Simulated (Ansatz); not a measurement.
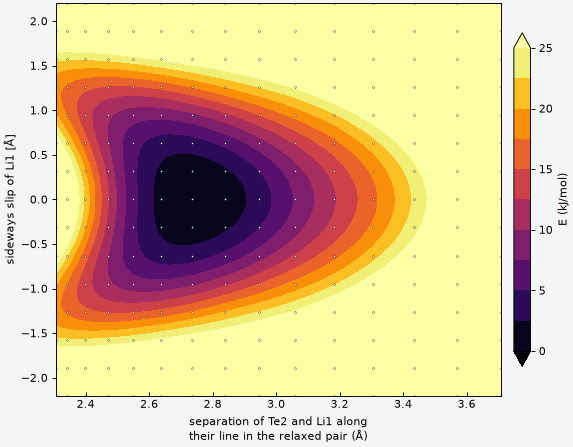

H2LiTe, charge +1. First axis: separation of Te2 and Li1 along their line in the relaxed pair. Second axis: sideways slip of Li1. Nothing is relaxed (both partners rigid). The grid has 15 × 15 points; 120 points were computed and 105 follow by symmetry. Points are written as (first, second). Energies are in kJ/mol, from the lowest grid point. All numbers below come from Ansatz, RKS PBE0-D4/def2-TZVPD.

Drawn: filled contours, dots at the grid points, one colour for all values above the top of the scale. Between grid points the surface is interpolated.

**Estimate the position of the minimum and the force constants in these coordinates.**

The interpolated minimum is at the first coordinate ≈ 2.747 Å, sideways slip of Li1 ≈ 0.000 Å. The curvatures there are about 2.4 eV/Å² and 0.19 eV/Å², with a cross term of about 0 eV/Å². Round the minimum the two coordinates are nearly uncoupled. (1 eV is 96.5 kJ/mol.)
